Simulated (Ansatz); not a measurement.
The parent structure is BaTiO3 in the cubic perovskite structure (space group Pm-3m, No. 221; a = 3.9940 Å).

Modification: cell and atoms relaxed at a pressure of 15 GPa.

All numbers come from r2SCAN, PAW, 500 eV (Ansatz, a quantum-chemistry and plane-wave program; no spin-orbit coupling).

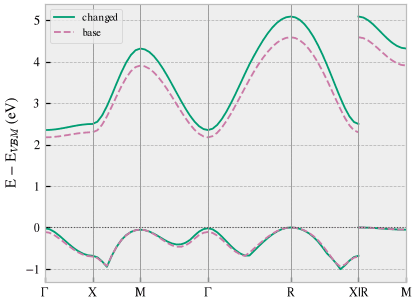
*Highest valence and lowest conduction band along the path, each from its own valence-band maximum*

The gap is 2.35 eV, indirect, R → Γ; the base has 2.17 eV.

Load acts through the strain it causes; cell and atoms are relaxed under it. Whether these cells are dynamically stable was not tested. Competing high-pressure phases were not computed. The final runs are not spin-polarised. Many cubic perovskites are stable only at high temperature; tilts and polar distortions were not tested. This is not the structure that BaTiO3 has at room temperature and ambient pressure.
